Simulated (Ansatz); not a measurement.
# Frequency calculation, with input and output: C5H10O3

- system: C5H10O3, SMILES OCC1OCCCO1
- method: HF/LANL2DZ, RHF (Ansatz 0.2.0)

The geometry was optimised with HF/LANL2DZ. Figures and captions count atoms from 1; the log counts them from 0 in places.

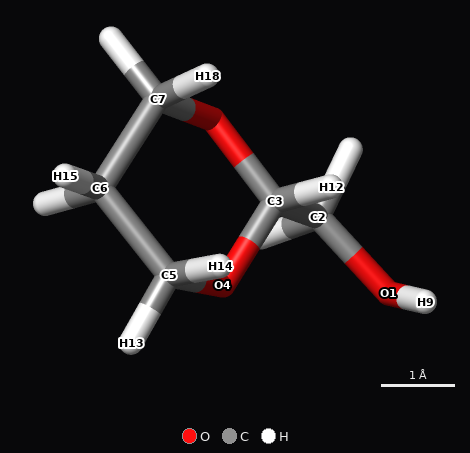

*The structure as given in the input (stick view, seen at a tilt; atoms are numbered from 1 in the order of the input).*

Key numbers:

| quantity | value |
| --- | --- |
| outcome | converged |
| total energy | −419.610464 hartree |
| basis functions | 92 |
| largest force | 0.006 eV/Å |
| zero-point energy | 0.166626 hartree |
| dipole moment | 5.27 D |
| wavenumbers, lowest and highest | 274i and 4073 cm⁻¹ |
| hardware | 4 threads of Arm Neoverse V1, 24 GiB of memory available, shared host |
| wall time | 2.2 min (CPU time 8.4 min) |
| peak memory | 0.24 GiB |

The input:
```yaml
basis:
  gaussian:
    orbitals: LANL2DZ.json
crystal:
  periodic: [false, false, false]
  atoms:
    - {symbol: O, position_ang: [3.223298, -0.108027, -0.089236]}
    - {symbol: C, position_ang: [2.137398, 0.583278, 0.545571]}
    - {symbol: C, position_ang: [0.794370, -0.092099, 0.342669]}
    - {symbol: O, position_ang: [0.457600, -0.088166, -1.037563]}
    - {symbol: C, position_ang: [-0.871578, -0.569083, -1.339566]}
    - {symbol: C, position_ang: [-1.904811, 0.235714, -0.544033]}
    - {symbol: C, position_ang: [-1.529612, 0.218104, 0.941682]}
    - {symbol: O, position_ang: [-0.156399, 0.640609, 1.105963]}
    - {symbol: H, position_ang: [3.123008, -1.053719, -0.136856]}
    - {symbol: H, position_ang: [2.104208, 1.567408, 0.111932]}
    - {symbol: H, position_ang: [2.318278, 0.664735, 1.608592]}
    - {symbol: H, position_ang: [0.803670, -1.126088, 0.694075]}
    - {symbol: H, position_ang: [-0.992564, -0.451385, -2.402788]}
    - {symbol: H, position_ang: [-0.932511, -1.627208, -1.095590]}
    - {symbol: H, position_ang: [-2.896478, -0.179688, -0.685260]}
    - {symbol: H, position_ang: [-1.911958, 1.257547, -0.899514]}
    - {symbol: H, position_ang: [-2.121036, 0.906971, 1.520322]}
    - {symbol: H, position_ang: [-1.644876, -0.778924, 1.359600]}
hamiltonian:
  xc: hf
phonons:
  amplitude: 0.01
```

Launched with:
```bash
ansatz run input.yaml --threads 4 --pin off --max-ram 12180MiB --events-out events.jsonl --progress --plain --runs-dir runs
```

What the program printed:
```
Functional definition: HF
  name "HF"
  exchange = exact_x
  correlation = 0
1388 factors; integrals over basis functions are off by at most 3.0e-4 eV
mean field evaluation 1: about -11413.3649 eV, gradient 4.3e1 eV
mean field evaluation 2: about -11413.3780 eV, gradient 4.3e1 eV
mean field evaluation 4: about -11418.1220 eV, gradient 4.4e0 eV
mean field evaluation 8: about -11418.1832 eV, gradient 2.1e-5 eV
mean field -11418.18241728 eV, -419.6104643130 hartree, gradient 2.1e-5 eV, S^2 0.000000; 0 other end points of the search recorded, 0 dependent functions left out
the calculation of the forces begins
reference -11418.18241728 eV, -419.6104643130 hartree; 32, 32 occupied and 60, 60 virtual orbitals, 1388 factors
these checks for a lower state are left out or cut short: stability, starts, cluster_reference, orbital_swaps, neighbouring_geometries, increment
1388 factors; integrals over basis functions are off by at most 3.0e-4 eV
mean field evaluation 16: about -11418.1810 eV, gradient 1.1e-1 eV
mean field -11418.18105443 eV, -419.6104142293 hartree, gradient 3.8e-6 eV, S^2 0.000000; 0 other end points of the search recorded, 0 dependent functions left out
[... from here on the field's lines of each further geometry are left out, up to the last ...]
the calculation of the forces begins
reference -11418.18188507 eV, -419.6104447546 hartree; 32, 32 occupied and 60, 60 virtual orbitals, 1388 factors
these checks for a lower state are left out or cut short: stability, starts, cluster_reference, orbital_swaps, neighbouring_geometries, increment
1388 factors; integrals over basis functions are off by at most 3.0e-4 eV
mean field evaluation 768: about -11418.1819 eV, gradient 1.2e-6 eV
mean field -11418.18189000 eV, -419.6104449357 hartree, gradient 3.7e-6 eV, S^2 0.000000; 0 other end points of the search recorded, 0 dependent functions left out
the calculation of the forces begins
reference -11418.18189000 eV, -419.6104449357 hartree; 32, 32 occupied and 60, 60 virtual orbitals, 1388 factors
WARN: phonons: modes at or below zero, which the zero-point energy, F, S and C_V leave out: 1, the lowest at -273.54 cm⁻¹. A minimum has none, and a first-order saddle one
Total energy: -11418.18241728 eV, -419.6104643130 hartree
Atom 0 at     3.223298    -0.108027    -0.089236 Å, force    -0.002974     0.005432     0.001366 eV/Å
Atom 1 at     2.137398     0.583278     0.545571 Å, force     0.003128    -0.001826    -0.000328 eV/Å
Atom 2 at     0.794370    -0.092099     0.342669 Å, force     0.000146     0.000254    -0.000356 eV/Å
Atom 3 at     0.457600    -0.088166    -1.037563 Å, force    -0.000757     0.000535     0.000180 eV/Å
Atom 4 at    -0.871578    -0.569083    -1.339566 Å, force     0.000075     0.000317    -0.000018 eV/Å
Atom 5 at    -1.904811     0.235714    -0.544033 Å, force     0.000085    -0.000534     0.000193 eV/Å
Atom 6 at    -1.529612     0.218104     0.941682 Å, force     0.000179    -0.000033    -0.000515 eV/Å
Atom 7 at    -0.156399     0.640609     1.105963 Å, force     0.000286    -0.000787    -0.000106 eV/Å
Atom 8 at     3.123008    -1.053719    -0.136856 Å, force    -0.001140    -0.002316     0.000275 eV/Å
Atom 9 at     2.104208     1.567408     0.111932 Å, force     0.000466    -0.001560     0.000907 eV/Å
Atom 10 at     2.318278     0.664735     1.608592 Å, force    -0.000050     0.000640    -0.000978 eV/Å
Atom 11 at     0.803670    -1.126088     0.694075 Å, force    -0.000028    -0.000160    -0.000185 eV/Å
Atom 12 at    -0.992564    -0.451385    -2.402788 Å, force    -0.000118    -0.000495    -0.000200 eV/Å
Atom 13 at    -0.932511    -1.627208    -1.095590 Å, force    -0.000283     0.000172     0.000252 eV/Å
Atom 14 at    -2.896478    -0.179688    -0.685260 Å, force    -0.000021     0.000135    -0.000218 eV/Å
Atom 15 at    -1.911958     1.257547    -0.899514 Å, force    -0.000004    -0.000238    -0.000218 eV/Å
Atom 16 at    -2.121036     0.906971     1.520322 Å, force     0.000711     0.000389     0.000096 eV/Å
Atom 17 at    -1.644876    -0.778924     1.359600 Å, force     0.000300     0.000074    -0.000148 eV/Å
Dipole moment:    -0.914970    -0.584411     0.156407 e Å
Vibrations: -273.54 100.54 147.41 223.31 248.33 338.96 407.72 490.94 529.84 563.17 689.42 886.06 935.74 986.98 1000.80 1032.53 1115.55 1121.37 1175.46 1189.84 1204.33 1246.92 1284.68 1346.09 1347.35 1371.98 1409.07 1416.87 1494.92 1516.55 1524.23 1538.04 1545.11 1587.71 1629.44 1653.28 1657.84 1665.71 3154.99 3203.53 3210.62 3235.35 3277.81 3297.27 3343.85 3348.06 3372.13 4072.62 cm⁻¹, zero-point energy 4.534122 eV
```

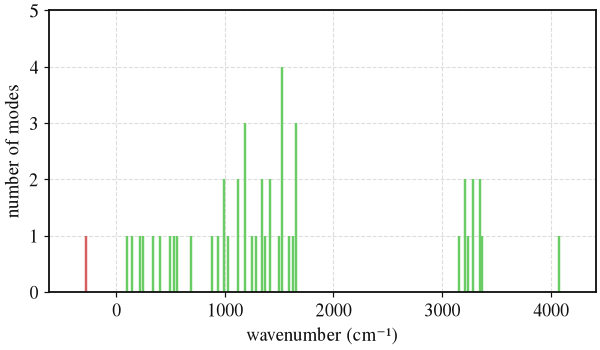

*Harmonic vibrational wavenumbers from the force constants; neighbouring modes closer than 20 cm⁻¹ are counted in one stick, and imaginary ones are drawn at negative wavenumbers.*

48 modes from 274i to 4073 cm⁻¹, 1 imaginary beyond 8i (274i cm⁻¹): a first-order saddle point, if the geometry is stationary.

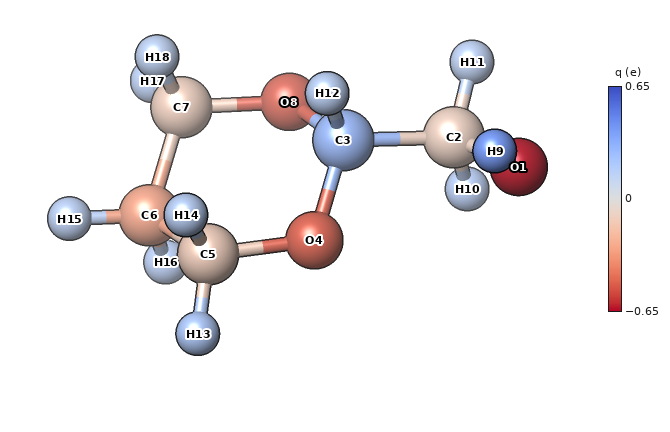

*Mulliken charges, as the colour of each atom (ball-and-stick view, seen at a tilt; atoms are numbered from 1 in the order of the input).*

By element: O −0.62 to −0.49, C −0.31 to +0.29 and H +0.15 to +0.38 e.
